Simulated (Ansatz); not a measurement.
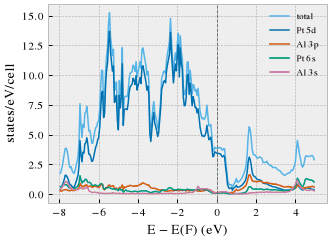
Fig. 1. Total and projected density of states of AlPt3 in space group I4/mcm (No. 140; Al on 4b, Pt on 4a, Pt on 8h), plane-wave PAW PBEsol (Ansatz code)

Task: Which orbitals carry the states next to the Fermi level?

Result: Within 0.5 eV of the Fermi level: Pt 5d 84 %, Al 3s 5 %. Projections are on Löwdin-orthogonalised atomic valence shells; empty p or d shells of many metals are not among them.

Task: Where is the tallest occupied peak in this window, and what makes it?

Result: Near -5.4 eV, about 15 states/eV per cell; the largest projected share is Pt 5d.

The first step of the workflow began from a Materials Project structure, measured or hypothetical; the Crystallography Open Database copy checked does not list it. Its standing as an ambient phase is unchecked. The PBEsol relaxation kept the symmetry of its start; whether a distortion lowers the energy is not shown. The run is not spin-polarised. Spin–orbit coupling is left out wherever it is not named.

Potentials: the later of the program's two PAW sets.
